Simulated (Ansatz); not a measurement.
Run report: C₂H₇FOSi, nudged elastic band (part 2 of 2)

Continued. System: C₂H₇FOSi. Method: RKS revPBE-D4/def2-SVP (Ansatz 0.2.0). It belongs to a series of runs on one base structure; here: band between the two ends.

Geometry of the input (Å):
```
Si 0.1360  -0.3242  -0.3272
F  1.3123  -0.4123  -1.4887
O  -0.7305  -1.7635  -0.3960
H  -0.4270  -2.3913  -1.0730
C  0.9637  -0.1531  1.3438
C  -0.9837  1.1222  -0.7285
H  1.5236  0.8016  1.4177
H  1.6711  -0.9874  1.5259
H  0.2035  -0.1687  2.1520
H  -1.4528  0.9992  -1.7259
H  -1.7968  1.2000  0.0230
H  -0.4196  2.0775  -0.7231
```

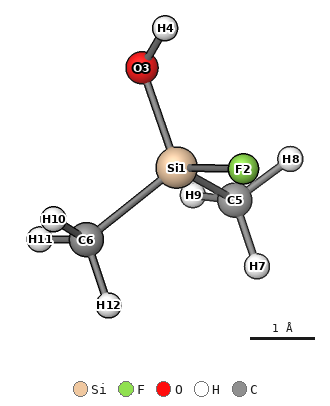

Fig. 1: The structure as given in the input (ball-and-stick view, seen at a tilt; atoms are numbered from 1 in the order of the input).

```
Total energy: -14822.26742104 eV, -544.7082808294 hartree
Atom 0 at     0.134383    -0.325633    -0.325959 Å, force    -0.006279     0.001164     0.011862 eV/Å
Atom 1 at     1.308059    -0.419954    -1.489686 Å, force    -0.000820     0.004189     0.000574 eV/Å
Atom 2 at    -0.733917    -1.765067    -0.390011 Å, force     0.002952    -0.001902    -0.000724 eV/Å
Atom 3 at    -0.433622    -2.391497    -1.070017 Å, force    -0.004201    -0.001617     0.000116 eV/Å
Atom 4 at     0.965866    -0.150940     1.342411 Å, force     0.001184    -0.000795    -0.004002 eV/Å
Atom 5 at    -0.983620     1.121425    -0.728116 Å, force    -0.001489    -0.002991    -0.004446 eV/Å
Atom 6 at     1.523354     0.805658     1.411825 Å, force     0.002356    -0.000197     0.001649 eV/Å
Atom 7 at     1.676851    -0.982668     1.522069 Å, force     0.001387     0.000919     0.001709 eV/Å
Atom 8 at     0.210315    -0.166988     2.155043 Å, force     0.000319    -0.000202    -0.004020 eV/Å
Atom 9 at    -1.430492     1.011195    -1.736950 Å, force     0.001558     0.004076    -0.001173 eV/Å
Atom 10 at    -1.813088     1.185584     0.006344 Å, force     0.002467    -0.003703    -0.001531 eV/Å
Atom 11 at    -0.424186     2.078885    -0.696952 Å, force     0.000567     0.001060    -0.000014 eV/Å
Dipole moment:    -0.055237     0.042203     0.073786 e Å
this run last wrote the band of iteration 14 to [file]
```

### The last band as extended XYZ (Å, eV, eV/Å)
```
12
Properties=species:S:1:pos:R:3:forces:R:3 image=0 energy=-14822.26709
Si    0.1360   -0.3242   -0.3272    0.0090   0.0281   0.0085
F     1.3123   -0.4123   -1.4887    0.0003  -0.0029  -0.0030
O    -0.7305   -1.7635   -0.3960   -0.0106  -0.0164   0.0035
H    -0.4270   -2.3913   -1.0730   -0.0004  -0.0057  -0.0052
C     0.9637   -0.1531    1.3438   -0.0080  -0.0041  -0.0069
C    -0.9837    1.1222   -0.7285   -0.0026  -0.0071   0.0031
H     1.5236    0.8016    1.4177    0.0010   0.0026   0.0001
H     1.6711   -0.9874    1.5259    0.0008   0.0015  -0.0010
H     0.2035   -0.1687    2.1520    0.0040   0.0014   0.0015
H    -1.4528    0.9992   -1.7259    0.0068   0.0037   0.0037
H    -1.7968    1.2000    0.0230    0.0021   0.0006  -0.0079
H    -0.4196    2.0775   -0.7231   -0.0024  -0.0018   0.0035
12
Properties=species:S:1:pos:R:3:forces:R:3 image=1 energy=-14822.26738
Si    0.1344   -0.3256   -0.3260   -0.0063   0.0012   0.0119
F     1.3081   -0.4200   -1.4897   -0.0008   0.0042   0.0006
O    -0.7339   -1.7651   -0.3900    0.0030  -0.0019  -0.0007
H    -0.4336   -2.3915   -1.0700   -0.0042  -0.0016   0.0001
C     0.9659   -0.1509    1.3424    0.0012  -0.0008  -0.0040
C    -0.9836    1.1214   -0.7281   -0.0015  -0.0030  -0.0044
H     1.5234    0.8057    1.4118    0.0024  -0.0002   0.0016
H     1.6769   -0.9827    1.5221    0.0014   0.0009   0.0017
H     0.2103   -0.1670    2.1550    0.0003  -0.0002  -0.0040
H    -1.4305    1.0112   -1.7369    0.0016   0.0041  -0.0012
H    -1.8131    1.1856    0.0063    0.0025  -0.0037  -0.0015
H    -0.4242    2.0789   -0.6970    0.0006   0.0011   0.0000
12
Properties=species:S:1:pos:R:3:forces:R:3 image=2 energy=-14822.27016
Si    0.1435   -0.3296   -0.3193    0.0025   0.0066  -0.0013
F     1.3118   -0.4109   -1.4891    0.0050   0.0022  -0.0029
O    -0.6894   -1.7900   -0.3542    0.0051  -0.0160   0.0246
H    -0.4997   -2.3560   -1.1212   -0.0203   0.0179  -0.0254
C     0.9678   -0.1450    1.3495    0.0034  -0.0020   0.0017
C    -0.9823    1.1109   -0.7322    0.0059  -0.0063   0.0015
H     1.5223    0.8129    1.4198   -0.0006   0.0041   0.0013
H     1.6796   -0.9758    1.5304    0.0009   0.0038   0.0039
H     0.2097   -0.1635    2.1595   -0.0011   0.0017   0.0035
H    -1.4277    1.0006   -1.7417    0.0015  -0.0035  -0.0024
H    -1.8121    1.1770    0.0016   -0.0005  -0.0047  -0.0024
H    -0.4237    2.0693   -0.7032   -0.0017  -0.0039  -0.0021
12
Properties=species:S:1:pos:R:3:forces:R:3 image=3 energy=-14822.27693
Si    0.1543   -0.3337   -0.3153    0.0075  -0.0053   0.0106
F     1.3205   -0.4035   -1.4876    0.0080   0.0093  -0.0046
O    -0.6474   -1.8112   -0.3261    0.0139  -0.0185   0.0309
H    -0.5811   -2.3154   -1.1543   -0.0416   0.0262  -0.0395
C     0.9695   -0.1425    1.3559    0.0038   0.0075   0.0002
C    -0.9779    1.1010   -0.7374   -0.0003  -0.0114  -0.0013
H     1.5234    0.8158    1.4234    0.0005   0.0048   0.0072
H     1.6803   -0.9730    1.5409    0.0027   0.0043   0.0042
H     0.2088   -0.1583    2.1634   -0.0011   0.0031   0.0018
H    -1.4246    0.9895   -1.7464    0.0039  -0.0083  -0.0021
H    -1.8067    1.1716   -0.0028    0.0020  -0.0082  -0.0036
H    -0.4193    2.0597   -0.7137    0.0007  -0.0035  -0.0039
12
Properties=species:S:1:pos:R:3:forces:R:3 image=4 energy=-14822.28577
Si    0.1651   -0.3396   -0.3111    0.0211   0.0058   0.0146
F     1.3326   -0.3989   -1.4828    0.0024   0.0120   0.0009
O    -0.6159   -1.8278   -0.3065    0.0226  -0.0242   0.0072
H    -0.6732   -2.2698   -1.1708   -0.0552   0.0306  -0.0206
C     0.9725   -0.1409    1.3622   -0.0001   0.0103   0.0003
C    -0.9711    1.0901   -0.7442    0.0064  -0.0168  -0.0127
H     1.5266    0.8176    1.4248    0.0008   0.0037   0.0071
H     1.6823   -0.9703    1.5545    0.0038   0.0009   0.0049
H     0.2086   -0.1504    2.1666    0.0000   0.0016   0.0028
H    -1.4166    0.9734   -1.7532    0.0010  -0.0085  -0.0019
H    -1.7999    1.1682   -0.0108   -0.0033  -0.0108   0.0012
H    -0.4112    2.0484   -0.7287    0.0007  -0.0046  -0.0038
12
Properties=species:S:1:pos:R:3:forces:R:3 image=5 energy=-14822.29444
Si    0.1833   -0.3388   -0.3116    0.0280   0.0020  -0.0018
F     1.3563   -0.3578   -1.4796   -0.0048   0.0133   0.0143
O    -0.5619   -1.8449   -0.3154    0.0220  -0.0157   0.0023
H    -0.7346   -2.2223   -1.1950   -0.0502   0.0286  -0.0095
C     0.9771   -0.1387    1.3672   -0.0026   0.0076   0.0063
C    -0.9787    1.0711   -0.7424   -0.0055  -0.0081  -0.0081
H     1.5172    0.8273    1.4367    0.0012   0.0000   0.0046
H     1.6978   -0.9583    1.5600    0.0048  -0.0009   0.0056
H     0.2087   -0.1619    2.1672    0.0042   0.0000  -0.0021
H    -1.4209    0.9510   -1.7526    0.0009  -0.0083  -0.0026
H    -1.8096    1.1348   -0.0097    0.0024  -0.0122  -0.0043
H    -0.4346    2.0385   -0.7249   -0.0002  -0.0061  -0.0048
12
Properties=species:S:1:pos:R:3:forces:R:3 image=6 energy=-14822.30141
Si    0.1984   -0.3392   -0.3110    0.0076   0.0045  -0.0018
F     1.3792   -0.3360   -1.4702    0.0086   0.0099   0.0055
O    -0.5348   -1.8507   -0.3232    0.0140  -0.0140   0.0017
H    -0.8201   -2.1693   -1.1969   -0.0351   0.0232  -0.0024
C     0.9808   -0.1433    1.3734    0.0004   0.0029   0.0020
C    -0.9747    1.0602   -0.7478   -0.0017  -0.0058  -0.0012
H     1.5198    0.8229    1.4470    0.0031  -0.0003   0.0038
H     1.7019   -0.9621    1.5691    0.0027  -0.0006   0.0031
H     0.2081   -0.1685    2.1689    0.0013  -0.0002  -0.0012
H    -1.4135    0.9351   -1.7590    0.0027  -0.0099  -0.0035
H    -1.8076    1.1196   -0.0173   -0.0002  -0.0075  -0.0026
H    -0.4374    2.0313   -0.7329   -0.0033  -0.0022  -0.0034
12
Properties=species:S:1:pos:R:3:forces:R:3 image=7 energy=-14822.30573
Si    0.2121   -0.3383   -0.3103    0.0004  -0.0030  -0.0026
F     1.4006   -0.3167   -1.4609    0.0078   0.0053   0.0000
O    -0.5138   -1.8533   -0.3300    0.0048  -0.0032  -0.0017
H    -0.9042   -2.1163   -1.1815   -0.0150   0.0135   0.0026
C     0.9891   -0.1463    1.3767    0.0022   0.0026   0.0009
C    -0.9737    1.0484   -0.7541    0.0005  -0.0010   0.0025
H     1.5317    0.8178    1.4524    0.0017  -0.0012   0.0022
H     1.7078   -0.9669    1.5740    0.0000  -0.0014   0.0000
H     0.2142   -0.1701    2.1699    0.0000   0.0009   0.0014
H    -1.4076    0.9142   -1.7665    0.0036  -0.0078  -0.0005
H    -1.8095    1.1023   -0.0266   -0.0015  -0.0042  -0.0026
H    -0.4467    2.0251   -0.7432   -0.0045  -0.0004  -0.0023
12
Properties=species:S:1:pos:R:3:forces:R:3 image=8 energy=-14822.30710
Si    0.2256   -0.3328   -0.3097   -0.0002  -0.0013  -0.0005
F     1.4192   -0.2886   -1.4541    0.0005   0.0004  -0.0002
O    -0.4897   -1.8527   -0.3392    0.0007  -0.0016   0.0011
H    -0.9606   -2.0711   -1.1621    0.0005   0.0019  -0.0002
C     1.0020   -0.1447    1.3782   -0.0012  -0.0006   0.0002
C    -0.9824    1.0332   -0.7572   -0.0008   0.0011   0.0001
H     1.5600    0.8108    1.4517    0.0001  -0.0003  -0.0004
H     1.7084   -0.9756    1.5778   -0.0007   0.0001  -0.0002
H     0.2265   -0.1552    2.1710    0.0009   0.0010   0.0001
H    -1.3974    0.8909   -1.7767    0.0001  -0.0001   0.0001
H    -1.8305    1.0628   -0.0427    0.0001   0.0000  -0.0001
H    -0.4813    2.0230   -0.7369    0.0000  -0.0005   0.0001
```

### Summary

| quantity | value |
| --- | --- |
| outcome | converged |
| barrier, forward | 0.000 eV |
| barrier, backward | 0.040 eV |
| hardware | 2 threads of Arm Neoverse V2, 24 GiB of memory available, shared host |
| wall time | 3.1 min (CPU time 6 min) |
| peak memory | 0.16 GiB |

The order of the saddle point was not checked.
